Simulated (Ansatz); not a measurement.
A series of calculations on CH₆F₂N₂Si

**1. Relaxation**

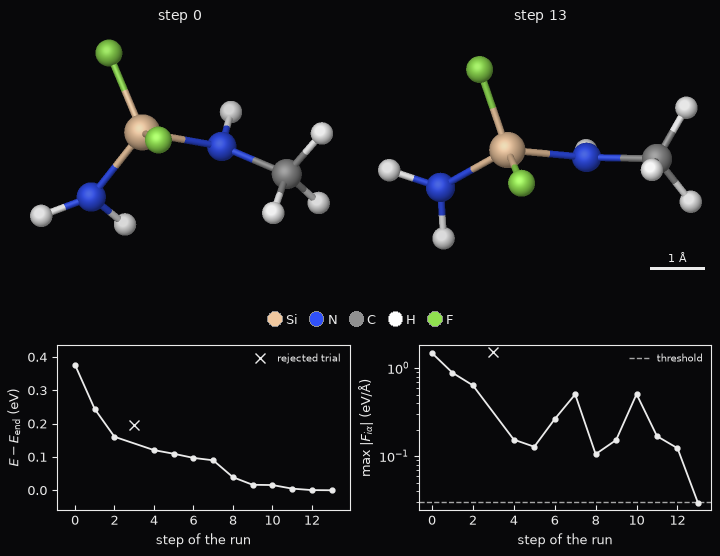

First and last geometry of a relaxation of CH$_{6}$F$_{2}$N$_{2}$Si, with the history of the run. Style: ball-and-stick. Shown at a tilt.

The run prepares an end point of a later path (reaction) calculation, from a guessed geometry.

These are results of RKS PBE0-D4/def2-SVP (Ansatz 0.2.0), not measurements.

The input:
```yaml
crystal:
  periodic: [false, false, false]
  atoms:
    - { symbol: Si, position_ang: [0.007367, 1.103764, 0.361504] }
    - { symbol: "N", position_ang: [0.243114, -0.646114, 0.448564] }
    - { symbol: C, position_ang: [-0.756195, -1.585037, -0.024475] }
    - { symbol: "N", position_ang: [1.152102, 1.472442, -0.803471] }
    - { symbol: H, position_ang: [1.494018, 0.568819, -1.117275] }
    - { symbol: F, position_ang: [0.223813, 1.877054, 1.759516] }
    - { symbol: F, position_ang: [-1.522535, 1.440292, -0.033638] }
    - { symbol: H, position_ang: [0.779846, -0.98876, 1.236079] }
    - { symbol: H, position_ang: [-1.541626, -1.849153, 0.705565] }
    - { symbol: H, position_ang: [-0.270203, -2.519284, -0.343378] }
    - { symbol: H, position_ang: [-1.268754, -1.177661, -0.906521] }
    - { symbol: H, position_ang: [1.459154, 2.303638, -1.28247] }
basis:
  gaussian: { orbitals: def2-SVP }
hamiltonian:
  xc: pbe0
  dispersion: d4
relax:
  f_tol: 0.03
  max_steps: 50
```

Run as
```bash
ansatz run input.yaml --threads 2 --pin off --max-ram 3072MiB --backend cpu --events-out ev --progress --plain --runs-dir out
```

Read the history and describe the run.

It converged. Over 12 accepted moves (13 points after the start) the energy falls by 0.377 eV. The largest force component goes from 1.5 to 0.03 eV/Å. The line search rejected the trial step at point 3 of the run. The atom that moves furthest after the best rigid fit is H11 (0.95 Å). By element the largest moves are H 0.95 Å, F 0.82 Å, N 0.38 Å, C 0.35 Å, Si 0.34 Å. Among the contacts that change: Si1–N2 1.768 → 1.693 Å, Si1–N4 1.674 → 1.694 Å, Si1–F6 1.612 → 1.620 Å, Si1–F7 1.616 → 1.621 Å. Among the angles between lasting bonds that change: Si1–N4–H5 104.4° → 121.9°, Si1–N4–H12 136.1° → 120.7°, N2–Si1–N4 99.3° → 110.5°. Groups turn about Si1–N2 by about 50°, Si1–N4 by about 40°. The run took 26 s on 2 threads of Intel(R) Xeon(R) 6975P-C (Granite Rapids), on a shared host, peak memory 0.31 GiB.

**2. Relaxation**

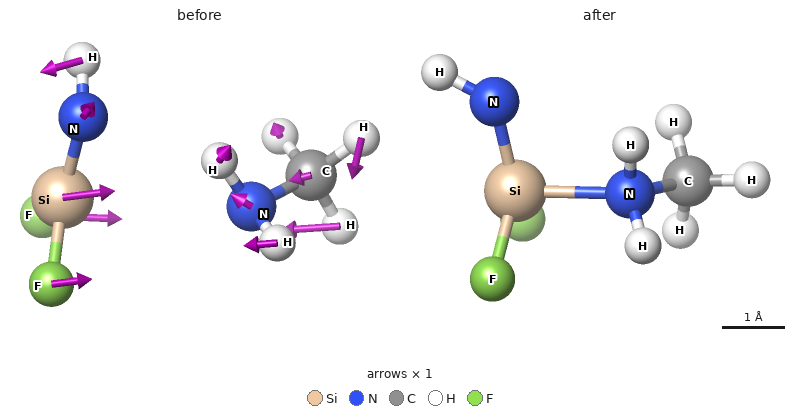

The structure of CH₆F₂N₂Si before (left) and after (right) a relaxation, at one scale. The purple arrows give the displacements, at their true length.

A ball-and-stick model, seen face on.

The run prepares an end point of a later path (reaction) calculation, from a guessed geometry.

The calculation used RKS PBE0-D4/def2-SVP (Ansatz 0.2.0). Set-up: no spin polarisation; force threshold 0.03 eV/Å; at most 50 steps.

**Describe what moved and what it gained.**

Over 17 accepted moves (18 points after the start) the energy falls by 35.4 kcal/mol. The largest force component goes from 0.67 to 0.014 eV/Å. The line search rejected the trial step at point 12 of the run. The largest move after the best rigid fit is that of an F atom, 1.30 Å. Largest moves by element: F 1.30 Å, H 1.00 Å, Si 0.87 Å, N 0.42 Å, C 0.39 Å. Some distances before and after: C–Si 4.099 → 2.893 Å, N–Si 3.097 → 1.913 Å, F–Si 1.593 → 1.633 Å, C–N 1.445 → 1.471 Å. New bonds form, among them: N–Si (3.10 → 1.91 Å). Among the angles between lasting bonds that change: N–Si–F 133.9° → 127.6°, N–Si–F 121.5° → 127.0°, Si–N–H 122.1° → 127.3°. Groups turn about N–Si by about 80°. The run took 35 s on 2 threads of Intel(R) Xeon(R) 6975P-C (Granite Rapids), with other jobs on the host, peak memory 0.29 GiB.

Limits of the set-up: the start holds two separate molecules, 2.3 Å apart at their closest, whose relative position is a soft coordinate.

**3. Path**

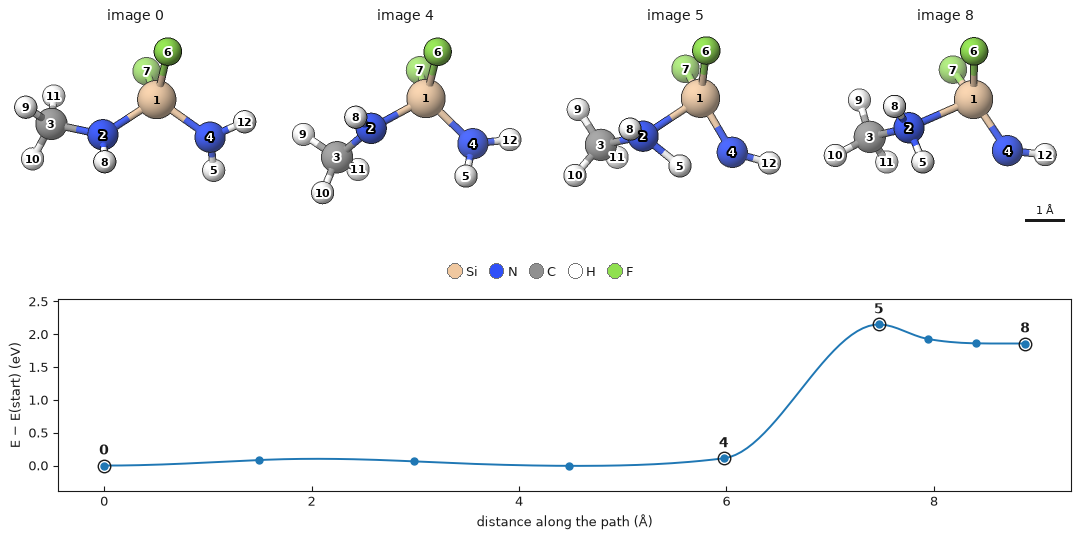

A nudged-elastic-band calculation for CH6F2N2Si. Images are numbered from 0 (start) to 8 (end). The picture is a ball-and-stick view, seen from a free direction.

All numbers below come from RKS PBE0-D4/def2-SVP in Ansatz. Set-up: 7 movable images; climbing image; force threshold 0.05 eV/Å; iteration limit 60; starting path through a guess of the saddle point.

Describe the mechanism and the energy profile.

The path has more than one stage, and so few images may leave a stage unresolved. Breaking: N4–H5 (1.01 → 1.45 at the top → 2.38 Å). Forming: N2–H5 (3.10 → 1.23 at the top → 1.03 Å). The energy climbs by 2.15 eV to image 5 and then falls by 0.29 eV, so the end point sits at +1.86 eV. Image 3 lies below both ends, at 0.00 eV, which points to an intermediate minimum that so few images don't resolve. The profile has 2 maxima (images 1, 5) with a dip at image 3 (0.00 eV), so the process runs in steps. The band converged in 26 iterations. The largest component of the band force went from 6 to 0.044 eV/Å. The climbing image converged on the top of the path. Its vibrational analysis gives one imaginary mode (1263i cm⁻¹), as a transition state must have.

Cost: 5.2 min on 2 threads of Intel(R) Xeon(R) 6975P-C (Granite Rapids), on a shared host, peak memory 0.31 GiB.
